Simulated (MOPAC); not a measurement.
C$_{3}$H$_{9}$B: geometry relaxation (part 1 of 3)

The run: geometry relaxation of C$_{3}$H$_{9}$B, SMILES CBCC. Method and program: PM6-DH+, closed shell, dispersion DH+ (MOPAC 23.2.5).

The atoms were displaced at random from an optimised geometry.

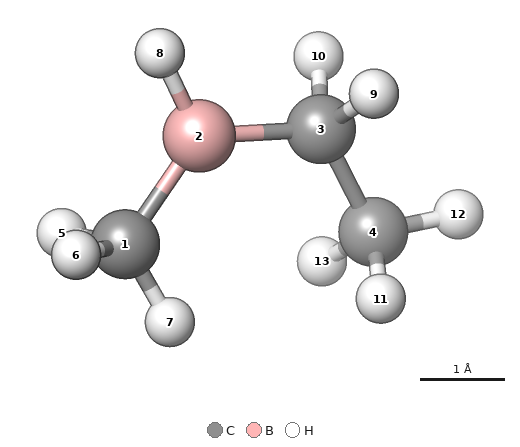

The starting structure (ball-and-stick view, seen at a tilt; atoms are numbered from 1 in the order of the input). Bond lengths as drawn: B–C 1.56 to 1.58 Å, B–H 1.19 Å, C–C 1.51 Å and C–H 1.07 to 1.13 Å.

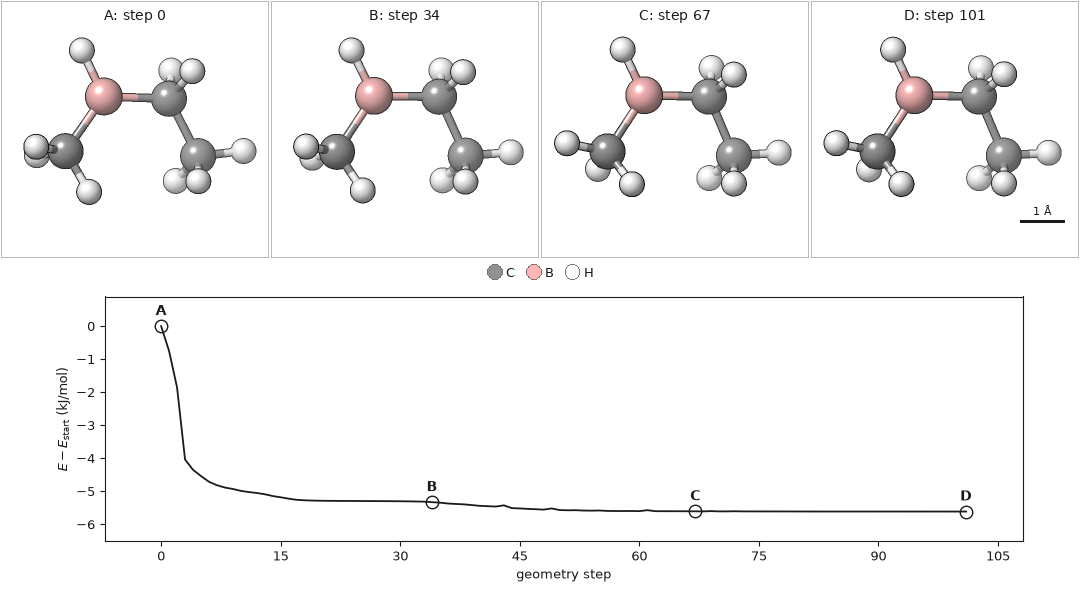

Frames of the relaxation (ball-and-stick view, seen at a tilt) above the curves, on which the letters mark them (steps are counted from 0).

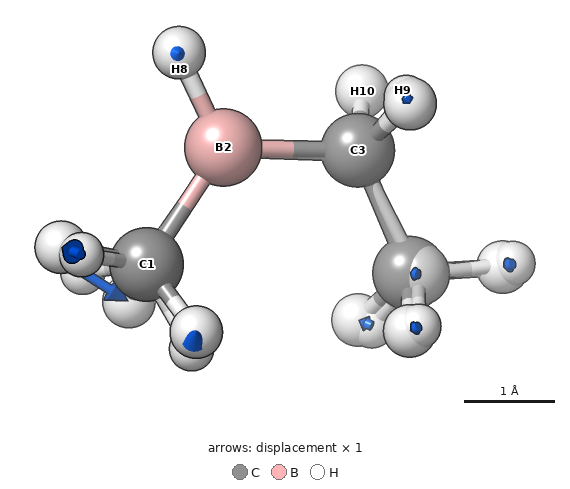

Start (faint) and end (solid) with the displacements as blue arrows, at true length (ball-and-stick view, seen at a tilt). The two geometries are laid on each other by the best rigid fit. After 101 geometry steps the energy has fallen by 5.61 kJ/mol. Largest force component: 0.91 eV/Å at the start, 0.00038 eV/Å at the end. The atom that moves furthest after the best rigid fit is H5 (0.62 Å). By element the largest moves are H 0.62 Å, C 0.12 Å, B 0.06 Å. Among the contacts that change: C4–H11 1.066 → 1.097 Å, C3–H9 1.125 → 1.107 Å, C4–H12 1.106 → 1.097 Å, C3–C4 1.506 → 1.514 Å. Among the angles that change: H5–C1–H6 103.8° → 108.9°, H9–C3–H10 100.7° → 105.6°, B2–C1–H7 115.3° → 110.8°. (Atoms are counted from 1 in the order of the input.)

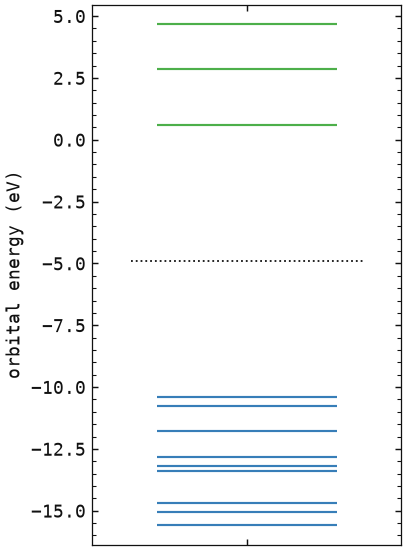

Orbital energies near the frontier; the dotted line parts filled from empty levels, and levels within 0.02 eV of each other stand side by side. Highest filled −10.39 eV, lowest empty 0.62 eV, 11.01 eV apart.

The input that produced these results follows, with the program's output.

### The input (run.mop)
```
PM6-DH+ DISP PRECISE GNORM=0.02 CYCLES=300 GRADIENTS AUX(PRECISION=9) THREADS=1


C     -0.935198     1.215978     0.850698
B      0.532042     0.702566     0.684733
C      0.937527    -0.505642    -0.240865
C     -0.123219    -1.260451    -0.997627
H     -1.030086     2.137788     0.259533
H     -1.157072     1.532989     1.858908
H     -1.712105     0.534679     0.493380
H      1.393125     1.285355     1.260499
H      1.541214    -1.180121     0.427390
H      1.735378    -0.104332    -0.905502
H     -0.836945    -1.701218    -0.339181
H      0.309351    -2.074112    -1.609216
H     -0.654482    -0.581603    -1.691411
```

Launched with:
```bash
mopac run.mop
```

### The program's output
```
MOPAC v23.2.5
PM6-DH+ CALCULATION RESULTS

 *  PM6-DH+    - CORRECT DISPERSION AND HYDROGEN BOND TERMS USING PM6-DH+
 *  PRECISE    - TIGHTER CRITERIA TO BE USED
 *  THREADS=1  - MULTI-THREADING NOT USED
 *  CYCLES=    - DO A MAXIMUM OF 300 STEPS
 *  GNORM      - EXIT WHEN GRADIENT NORM DROPS BELOW 0.020
 *  AUX        - OUTPUT AUXILIARY INFORMATION
 *  GRADIENTS  - ALL GRADIENTS TO BE PRINTED
 *  DISP       - PRINT DISPERSION AND HYDROGEN BOND ENERGIES
PM6-DH+ DISP PRECISE GNORM=0.02 CYCLES=300 GRADIENTS AUX(PRECISION=9) THREADS=1

   ATOM   CHEMICAL          X               Y               Z
  NUMBER   SYMBOL      (ANGSTROMS)     (ANGSTROMS)     (ANGSTROMS)

     1       C         -0.93519800  *   1.21597800  *   0.85069800  *
     2       B          0.53204200  *   0.70256600  *   0.68473300  *
     3       C          0.93752700  *  -0.50564200  *  -0.24086500  *
     4       C         -0.12321900  *  -1.26045100  *  -0.99762700  *
     5       H         -1.03008600  *   2.13778800  *   0.25953300  *
     6       H         -1.15707200  *   1.53298900  *   1.85890800  *
     7       H         -1.71210500  *   0.53467900  *   0.49338000  *
     8       H          1.39312500  *   1.28535500  *   1.26049900  *
     9       H          1.54121400  *  -1.18012100  *   0.42739000  *
    10       H          1.73537800  *  -0.10433200  *  -0.90550200  *
    11       H         -0.83694500  *  -1.70121800  *  -0.33918100  *
    12       H          0.30935100  *  -2.07411200  *  -1.60921600  *
    13       H         -0.65448200  *  -0.58160300  *  -1.69141100  *

          CARTESIAN COORDINATES

    NO.       ATOM           X           Y           Z

     1         C         -0.9352      1.2160      0.8507
     2         B          0.5320      0.7026      0.6847
     3         C          0.9375     -0.5056     -0.2409
     4         C         -0.1232     -1.2605     -0.9976
     5         H         -1.0301      2.1378      0.2595
     6         H         -1.1571      1.5330      1.8589
     7         H         -1.7121      0.5347      0.4934
     8         H          1.3931      1.2854      1.2605
     9         H          1.5412     -1.1801      0.4274
    10         H          1.7354     -0.1043     -0.9055
    11         H         -0.8369     -1.7012     -0.3392
    12         H          0.3094     -2.0741     -1.6092
    13         H         -0.6545     -0.5816     -1.6914

 "Third-Generation Hydrogen-Bonding Corrections for Semiempirical QM Methods and Force Fields"

           Empirical Formula: C3 H9 B  =    13 atoms

      MOLECULAR POINT GROUP   :   C1

      RHF CALCULATION, NO. OF DOUBLY OCCUPIED LEVELS = 12

          Geometry optimization using EF

          DIAGONAL MATRIX USED AS START HESSIAN

 CYCLE:     1 TIME:   0.004 TIME LEFT:  2.00D  GRAD.:    41.449 HEAT: -12.18650
 CYCLE:     2 TIME:   0.004 TIME LEFT:  2.00D  GRAD.:    42.963 HEAT: -12.36682
 CYCLE:     3 TIME:   0.000 TIME LEFT:  2.00D  GRAD.:    38.617 HEAT: -12.63054
 CYCLE:     4 TIME:   0.004 TIME LEFT:  2.00D  GRAD.:    13.490 HEAT: -13.15117
 CYCLE:     5 TIME:   0.004 TIME LEFT:  2.00D  GRAD.:     9.363 HEAT: -13.22565
 CYCLE:     6 TIME:   0.000 TIME LEFT:  2.00D  GRAD.:     8.283 HEAT: -13.27084
 CYCLE:     7 TIME:   0.004 TIME LEFT:  2.00D  GRAD.:     5.223 HEAT: -13.31201
 CYCLE:     8 TIME:   0.000 TIME LEFT:  2.00D  GRAD.:     4.444 HEAT: -13.33726
 CYCLE:     9 TIME:   0.004 TIME LEFT:  2.00D  GRAD.:     6.526 HEAT: -13.35397
 CYCLE:    10 TIME:   0.000 TIME LEFT:  2.00D  GRAD.:     5.869 HEAT: -13.36434
 CYCLE:    11 TIME:   0.000 TIME LEFT:  2.00D  GRAD.:     4.484 HEAT: -13.37794
 CYCLE:    12 TIME:   0.004 TIME LEFT:  2.00D  GRAD.:     2.908 HEAT: -13.38651
 CYCLE:    13 TIME:   0.000 TIME LEFT:  2.00D  GRAD.:     2.585 HEAT: -13.39335
 CYCLE:    14 TIME:   0.004 TIME LEFT:  2.00D  GRAD.:     2.253 HEAT: -13.40235
 CYCLE:    15 TIME:   0.000 TIME LEFT:  2.00D  GRAD.:     2.471 HEAT: -13.41540
 CYCLE:    16 TIME:   0.004 TIME LEFT:  2.00D  GRAD.:     2.210 HEAT: -13.42447
 CYCLE:    17 TIME:   0.000 TIME LEFT:  2.00D  GRAD.:     1.954 HEAT: -13.43442
 CYCLE:    18 TIME:   0.004 TIME LEFT:  2.00D  GRAD.:     1.602 HEAT: -13.44275
 CYCLE:    19 TIME:   0.000 TIME LEFT:  2.00D  GRAD.:     1.110 HEAT: -13.44621
 CYCLE:    20 TIME:   0.004 TIME LEFT:  2.00D  GRAD.:     0.889 HEAT: -13.44817
 CYCLE:    21 TIME:   0.000 TIME LEFT:  2.00D  GRAD.:     0.631 HEAT: -13.44940
 CYCLE:    22 TIME:   0.004 TIME LEFT:  2.00D  GRAD.:     0.438 HEAT: -13.45009
 CYCLE:    23 TIME:   0.000 TIME LEFT:  2.00D  GRAD.:     0.343 HEAT: -13.45049
 CYCLE:    24 TIME:   0.004 TIME LEFT:  2.00D  GRAD.:     0.316 HEAT: -13.45079
 CYCLE:    25 TIME:   0.000 TIME LEFT:  2.00D  GRAD.:     0.345 HEAT: -13.45106
 CYCLE:    26 TIME:   0.004 TIME LEFT:  2.00D  GRAD.:     0.359 HEAT: -13.45138
 CYCLE:    27 TIME:   0.000 TIME LEFT:  2.00D  GRAD.:     0.368 HEAT: -13.45169
 CYCLE:    28 TIME:   0.000 TIME LEFT:  2.00D  GRAD.:     0.347 HEAT: -13.45199
 CYCLE:    29 TIME:   0.004 TIME LEFT:  2.00D  GRAD.:     0.338 HEAT: -13.45229
 CYCLE:    30 TIME:   0.000 TIME LEFT:  2.00D  GRAD.:     0.387 HEAT: -13.45267
 CYCLE:    31 TIME:   0.004 TIME LEFT:  2.00D  GRAD.:     0.488 HEAT: -13.45318
 CYCLE:    32 TIME:   0.000 TIME LEFT:  2.00D  GRAD.:     0.606 HEAT: -13.45385
 CYCLE:    33 TIME:   0.004 TIME LEFT:  2.00D  GRAD.:     0.806 HEAT: -13.45491
 CYCLE:    34 TIME:   0.000 TIME LEFT:  2.00D  GRAD.:     0.845 HEAT: -13.45592
 CYCLE:    35 TIME:   0.004 TIME LEFT:  2.00D  GRAD.:     2.267 HEAT: -13.45977
 CYCLE:    36 TIME:   0.000 TIME LEFT:  2.00D  GRAD.:     1.358 HEAT: -13.46330
 CYCLE:    37 TIME:   0.004 TIME LEFT:  2.00D  GRAD.:     1.131 HEAT: -13.46960
 CYCLE:    38 TIME:   0.000 TIME LEFT:  2.00D  GRAD.:     4.990 HEAT: -13.47275
 CYCLE:    39 TIME:   0.004 TIME LEFT:  2.00D  GRAD.:     1.708 HEAT: -13.47551
 CYCLE:    40 TIME:   0.000 TIME LEFT:  2.00D  GRAD.:     1.042 HEAT: -13.48090
 CYCLE:    41 TIME:   0.004 TIME LEFT:  2.00D  GRAD.:     1.763 HEAT: -13.48634
 CYCLE:    42 TIME:   0.000 TIME LEFT:  2.00D  GRAD.:     1.657 HEAT: -13.48901
 CYCLE:    43 TIME:   0.004 TIME LEFT:  2.00D  GRAD.:     3.460 HEAT: -13.49136
 CYCLE:    44 TIME:   0.004 TIME LEFT:  2.00D  GRAD.:     5.437 HEAT: -13.48270
 CYCLE:    45 TIME:   0.004 TIME LEFT:  2.00D  GRAD.:     0.953 HEAT: -13.50267
 CYCLE:    46 TIME:   0.000 TIME LEFT:  2.00D  GRAD.:     1.087 HEAT: -13.50511
 CYCLE:    47 TIME:   0.004 TIME LEFT:  2.00D  GRAD.:     2.146 HEAT: -13.50823
 CYCLE:    48 TIME:   0.000 TIME LEFT:  2.00D  GRAD.:     0.969 HEAT: -13.51080
 CYCLE:    49 TIME:   0.004 TIME LEFT:  2.00D  GRAD.:     0.779 HEAT: -13.51365
 CYCLE:    50 TIME:   0.004 TIME LEFT:  2.00D  GRAD.:     4.969 HEAT: -13.50496
 CYCLE:    51 TIME:   0.000 TIME LEFT:  2.00D  GRAD.:     0.784 HEAT: -13.51680
 CYCLE:    52 TIME:   0.000 TIME LEFT:  2.00D  GRAD.:     0.376 HEAT: -13.51839
 CYCLE:    53 TIME:   0.004 TIME LEFT:  2.00D  GRAD.:     2.701 HEAT: -13.51781
 CYCLE:    54 TIME:   0.004 TIME LEFT:  2.00D  GRAD.:     0.508 HEAT: -13.52034
 CYCLE:    55 TIME:   0.000 TIME LEFT:  2.00D  GRAD.:     0.587 HEAT: -13.52115
 CYCLE:    56 TIME:   0.004 TIME LEFT:  2.00D  GRAD.:     2.685 HEAT: -13.52003
 CYCLE:    57 TIME:   0.000 TIME LEFT:  2.00D  GRAD.:     0.228 HEAT: -13.52320
 CYCLE:    58 TIME:   0.004 TIME LEFT:  2.00D  GRAD.:     0.271 HEAT: -13.52383
 CYCLE:    59 TIME:   0.004 TIME LEFT:  2.00D  GRAD.:     1.398 HEAT: -13.52401
 CYCLE:    60 TIME:   0.000 TIME LEFT:  2.00D  GRAD.:     0.850 HEAT: -13.52346
 CYCLE:    61 TIME:   0.004 TIME LEFT:  2.00D  GRAD.:     0.197 HEAT: -13.52472
 CYCLE:    62 TIME:   0.004 TIME LEFT:  2.00D  GRAD.:     3.403 HEAT: -13.51764
 CYCLE:    63 TIME:   0.000 TIME LEFT:  2.00D  GRAD.:     0.123 HEAT: -13.52500
 CYCLE:    64 TIME:   0.004 TIME LEFT:  2.00D  GRAD.:     0.185 HEAT: -13.52513
 CYCLE:    65 TIME:   0.000 TIME LEFT:  2.00D  GRAD.:     0.543 HEAT: -13.52535
 CYCLE:    66 TIME:   0.000 TIME LEFT:  2.00D  GRAD.:     0.782 HEAT: -13.52533
 CYCLE:    67 TIME:   0.004 TIME LEFT:  2.00D  GRAD.:     0.433 HEAT: -13.52569
 CYCLE:    68 TIME:   0.000 TIME LEFT:  2.00D  GRAD.:     0.580 HEAT: -13.52589
 CYCLE:    69 TIME:   0.004 TIME LEFT:  2.00D  GRAD.:     0.211 HEAT: -13.52627
 CYCLE:    70 TIME:   0.000 TIME LEFT:  2.00D  GRAD.:     1.627 HEAT: -13.52449
 CYCLE:    71 TIME:   0.004 TIME LEFT:  2.00D  GRAD.:     0.170 HEAT: -13.52639
 CYCLE:    72 TIME:   0.000 TIME LEFT:  2.00D  GRAD.:     0.147 HEAT: -13.52645
 CYCLE:    73 TIME:   0.008 TIME LEFT:  2.00D  GRAD.:     1.625 HEAT: -13.52541
 CYCLE:    74 TIME:   0.000 TIME LEFT:  2.00D  GRAD.:     0.119 HEAT: -13.52654
 CYCLE:    75 TIME:   0.004 TIME LEFT:  2.00D  GRAD.:     0.098 HEAT: -13.52659
 CYCLE:    76 TIME:   0.000 TIME LEFT:  2.00D  GRAD.:     0.102 HEAT: -13.52671
 CYCLE:    77 TIME:   0.004 TIME LEFT:  2.00D  GRAD.:     0.090 HEAT: -13.52672
 CYCLE:    78 TIME:   0.000 TIME LEFT:  2.00D  GRAD.:     0.118 HEAT: -13.52676
 CYCLE:    79 TIME:   0.004 TIME LEFT:  2.00D  GRAD.:     0.165 HEAT: -13.52681
 CYCLE:    80 TIME:   0.000 TIME LEFT:  2.00D  GRAD.:     0.260 HEAT: -13.52693
 CYCLE:    81 TIME:   0.004 TIME LEFT:  2.00D  GRAD.:     0.254 HEAT: -13.52705
 CYCLE:    82 TIME:   0.000 TIME LEFT:  2.00D  GRAD.:     0.194 HEAT: -13.52726
 CYCLE:    83 TIME:   0.004 TIME LEFT:  2.00D  GRAD.:     0.130 HEAT: -13.52731
 CYCLE:    84 TIME:   0.000 TIME LEFT:  2.00D  GRAD.:     0.119 HEAT: -13.52735
 CYCLE:    85 TIME:   0.004 TIME LEFT:  2.00D  GRAD.:     0.093 HEAT: -13.52737
 CYCLE:    86 TIME:   0.000 TIME LEFT:  2.00D  GRAD.:     0.033 HEAT: -13.52738
 CYCLE:    87 TIME:   0.000 TIME LEFT:  2.00D  GRAD.:     0.032 HEAT: -13.52739
 CYCLE:    88 TIME:   0.004 TIME LEFT:  2.00D  GRAD.:     0.027 HEAT: -13.52739
 CYCLE:    89 TIME:   0.000 TIME LEFT:  2.00D  GRAD.:     0.026 HEAT: -13.52739
 CYCLE:    90 TIME:   0.004 TIME LEFT:  2.00D  GRAD.:     0.059 HEAT: -13.52740
 CYCLE:    91 TIME:   0.000 TIME LEFT:  2.00D  GRAD.:     0.044 HEAT: -13.52740
 CYCLE:    92 TIME:   0.004 TIME LEFT:  2.00D  GRAD.:     0.046 HEAT: -13.52741
 CYCLE:    93 TIME:   0.000 TIME LEFT:  2.00D  GRAD.:     0.050 HEAT: -13.52741
 CYCLE:    94 TIME:   0.004 TIME LEFT:  2.00D  GRAD.:     0.062 HEAT: -13.52743
 CYCLE:    95 TIME:   0.000 TIME LEFT:  2.00D  GRAD.:     0.171 HEAT: -13.52745
 CYCLE:    96 TIME:   0.004 TIME LEFT:  2.00D  GRAD.:     0.125 HEAT: -13.52748
 CYCLE:    97 TIME:   0.000 TIME LEFT:  2.00D  GRAD.:     0.087 HEAT: -13.52754
 CYCLE:    98 TIME:   0.004 TIME LEFT:  2.00D  GRAD.:     0.087 HEAT: -13.52757
 CYCLE:    99 TIME:   0.000 TIME LEFT:  2.00D  GRAD.:     0.080 HEAT: -13.52761
 CYCLE:   100 TIME:   0.004 TIME LEFT:  2.00D  GRAD.:     0.068 HEAT: -13.52762
 CYCLE:   101 TIME:   0.000 TIME LEFT:  2.00D  GRAD.:     0.070 HEAT: -13.52765
 CYCLE:   102 TIME:   0.000 TIME LEFT:  2.00D  GRAD.:     0.019 HEAT: -13.52765

     GRADIENT =  0.01925 IS LESS THAN CUTOFF =  0.02000

 -------------------------------------------------------------------------------
 PM6-DH+ DISP PRECISE GNORM=0.02 CYCLES=300 GRADIENTS AUX(PRECISION=9) THREADS=1

     GEOMETRY OPTIMISED USING EIGENVECTOR FOLLOWING (EF).
     SCF FIELD WAS ACHIEVED

                              PM6-DH+ CALCULATION

          FINAL HEAT OF FORMATION =        -13.52765 KCAL/MOL =     -56.59970 KJ/MOL

          TOTAL ENERGY            =     -12576.73256 KCAL/MOL = ELECTRONIC ENERGY + CORE-CORE REPULSION
          ENERGY OF ATOMS         =      12563.71482 KCAL/MOL
                              SUM =        -13.01774 KCAL/MOL
          DISPERSION ENERGY       =         -0.50992 KCAL/MOL
                              SUM =        -13.52765 KCAL/MOL = FINAL HEAT OF FORMATION

          TOTAL ENERGY            =       -545.37874 EV
          ELECTRONIC ENERGY       =      -2079.06903 EV
          CORE-CORE REPULSION     =       1533.69029 EV
          COSMO AREA              =        114.43 SQUARE ANGSTROMS
          COSMO VOLUME            =        100.63 CUBIC ANGSTROMS

          GRADIENT NORM           =          0.01925          =       0.00534 PER ATOM
          IONIZATION POTENTIAL    =         10.385056 EV
          HOMO LUMO ENERGIES (EV) =        -10.385  0.617
          NO. OF FILLED LEVELS    =         12
          MOLECULAR WEIGHT        =         55.9141         POINT GROUP:  C1

          MOLECULAR DIMENSIONS (Angstroms)

            Atom       Atom       Distance
            H    12    H     6     5.24030
            H     7    H     8     3.15487
            H     9    H     5     2.49847

          SCF CALCULATIONS        =        114

          WALL-CLOCK TIME         =      0.219 SECONDS
          COMPUTATION TIME        =      0.214 SECONDS

       FINAL  POINT  AND  DERIVATIVES

   PARAMETER     ATOM    TYPE            VALUE        GRADIENT
      1          1  C    CARTESIAN X    -0.935558      0.004682  KCAL/ANGSTROM
      2          1  C    CARTESIAN Y     1.172141      0.003248  KCAL/ANGSTROM
      3          1  C    CARTESIAN Z     0.830907      0.001152  KCAL/ANGSTROM
      4          2  B    CARTESIAN X     0.547603      0.002668  KCAL/ANGSTROM
      5          2  B    CARTESIAN Y     0.678622      0.004250  KCAL/ANGSTROM
      6          2  B    CARTESIAN Z     0.720659     -0.000518  KCAL/ANGSTROM
      7          3  C    CARTESIAN X     0.973848      0.004073  KCAL/ANGSTROM
      8          3  C    CARTESIAN Y    -0.510781      0.003129  KCAL/ANGSTROM
      9          3  C    CARTESIAN Z    -0.216755     -0.001361  KCAL/ANGSTROM
     10          4  C    CARTESIAN X    -0.133859     -0.004732  KCAL/ANGSTROM
     11          4  C    CARTESIAN Y    -1.156950     -0.000470  KCAL/ANGSTROM
     12          4  C    CARTESIAN Z    -1.021711      0.000443  KCAL/ANGSTROM
     13          5  H    CARTESIAN X    -1.204093      0.003245  KCAL/ANGSTROM
     14          5  H    CARTESIAN Y     1.652330      0.000650  KCAL/ANGSTROM
     15          5  H    CARTESIAN Z    -0.114965      0.004531  KCAL/ANGSTROM
     16          6  H    CARTESIAN X    -1.074968     -0.001289  KCAL/ANGSTROM
     17          6  H    CARTESIAN Y     1.886359     -0.002371  KCAL/ANGSTROM
     18          6  H    CARTESIAN Z     1.639835      0.002721  KCAL/ANGSTROM
     19          7  H    CARTESIAN X    -1.614096     -0.006623  KCAL/ANGSTROM
     20          7  H    CARTESIAN Y     0.329245     -0.002684  KCAL/ANGSTROM
     21          7  H    CARTESIAN Z     0.975174     -0.008646  KCAL/ANGSTROM
     22          8  H    CARTESIAN X     1.391288     -0.000421  KCAL/ANGSTROM
     23          8  H    CARTESIAN Y     1.221178      0.000664  KCAL/ANGSTROM
     24          8  H    CARTESIAN Z     1.353661     -0.001227  KCAL/ANGSTROM
     25          9  H    CARTESIAN X     1.474814     -0.004275  KCAL/ANGSTROM
     26          9  H    CARTESIAN Y    -1.247945      0.001196  KCAL/ANGSTROM
     27          9  H    CARTESIAN Z     0.439315     -0.003350  KCAL/ANGSTROM
     28         10  H    CARTESIAN X     1.767084      0.001816  KCAL/ANGSTROM
     29         10  H    CARTESIAN Y    -0.110923     -0.000257  KCAL/ANGSTROM
     30         10  H    CARTESIAN Z    -0.876350      0.001094  KCAL/ANGSTROM
     31         11  H    CARTESIAN X    -0.901611      0.001279  KCAL/ANGSTROM
     32         11  H    CARTESIAN Y    -1.598360     -0.003823  KCAL/ANGSTROM
     33         11  H    CARTESIAN Z    -0.374510     -0.000161  KCAL/ANGSTROM
     34         12  H    CARTESIAN X     0.248934     -0.001419  KCAL/ANGSTROM
     35         12  H    CARTESIAN Y    -1.959867      0.000494  KCAL/ANGSTROM
     36         12  H    CARTESIAN Z    -1.663888      0.002070  KCAL/ANGSTROM
     37         13  H    CARTESIAN X    -0.637343      0.000994  KCAL/ANGSTROM
     38         13  H    CARTESIAN Y    -0.432399     -0.004026  KCAL/ANGSTROM
     39         13  H    CARTESIAN Z    -1.673298      0.003247  KCAL/ANGSTROM
```
